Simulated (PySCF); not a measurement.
Input file:

```
{"job": {"kind": "epr", "basis": "pcH-1"}, "charge": 0, "multiplicity": 2}
C      2.373549     0.130036     0.277933
O      0.998323     0.448234     0.171890
C      0.253490    -0.261751    -0.654352
S      0.813535    -1.492055    -1.569017
C     -1.185704     0.158242    -0.674131
C     -1.821048    -0.009121     0.710289
S     -3.518803     0.582490     0.698965
H      2.786931     0.805192     1.023097
H      2.871741     0.271462    -0.684330
H      2.503825    -0.909970     0.587761
H     -1.725783    -0.440813    -1.407368
H     -1.244895     1.211385    -0.963462
H     -1.270950     0.566138     1.456313
H     -1.834890    -1.059942     1.004245
```

Run with:

```sh
OMP_NUM_THREADS=1 python probes_run.py task.json out
```

Geometry: GFN2-xTB.

Method: UKS B3LYP, pcH-1 on C H O S, non-relativistic, mean-field spin-orbit, GIAO (PySCF).

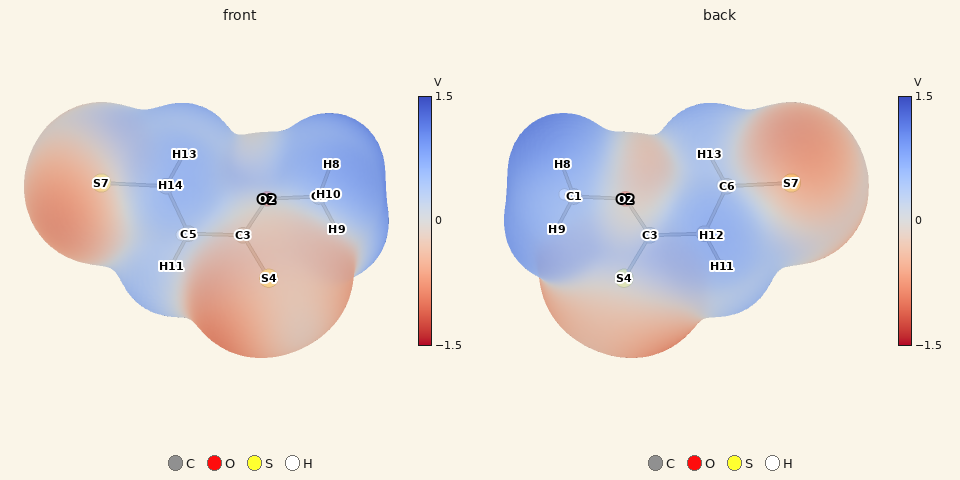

C₄H₇OS₂ (doublet). The electrostatic potential painted on the density surface at 0.001 e/bohr³, seen from the front and from behind; the colour scale runs from red (negative) to blue (positive).

Describe the electrostatic potential map.

The most negative region (about −0.9 V) lies over S4 and S7, the most positive (about +1.0 V) over H8.
